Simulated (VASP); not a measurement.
Band structure of HgTe (relaxed from the WC structure, space group P-6m2). Calculation: r2SCAN meta-GGA, VASP's PBE PAW potentials (set 64) (plane waves; VASP 6.6.1).

Unless said otherwise, spin-orbit coupling is left out, though it shifts the bands of the heavy elements here.

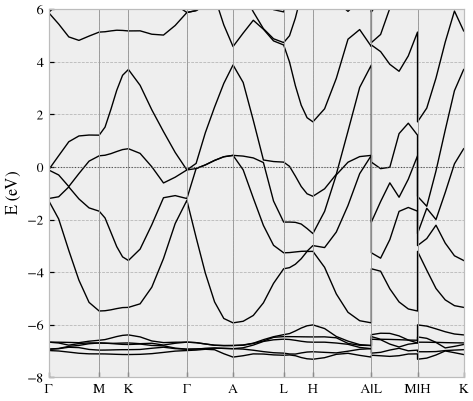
*Bands along high-symmetry lines, zero at the valence-band maximum or, without a gap, the Fermi level*

Task: Read the plot: is there a gap, and where are the band edges?

Result: It has no gap at this level: it comes out as a metal or semimetal.

The structure was generated: HgTe was put into the WC type (P-6m2), which need not be its known phase. It was relaxed first.
